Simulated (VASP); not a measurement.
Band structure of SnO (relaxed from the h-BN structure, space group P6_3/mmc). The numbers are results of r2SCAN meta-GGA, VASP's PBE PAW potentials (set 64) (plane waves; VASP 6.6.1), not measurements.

Unless said otherwise, spin-orbit coupling is left out, though it shifts the bands of the heavy elements here.

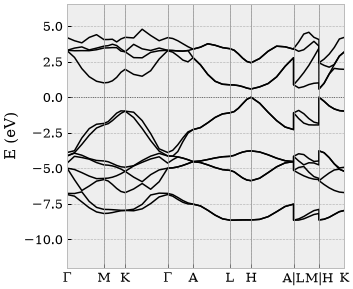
Figure: Bands along high-symmetry lines, zero at the valence-band maximum or, without a gap, the Fermi level

**Question.** Read the plot: is there a gap, and where are the band edges?

**Answer.** The gap is direct, 0.58 eV, from the valence maximum at H to the conduction minimum at H.

The structure was generated: SnO was put into the h-BN type (P6_3/mmc), which need not be its known phase. It was relaxed first, which changed the volume by -24 %.
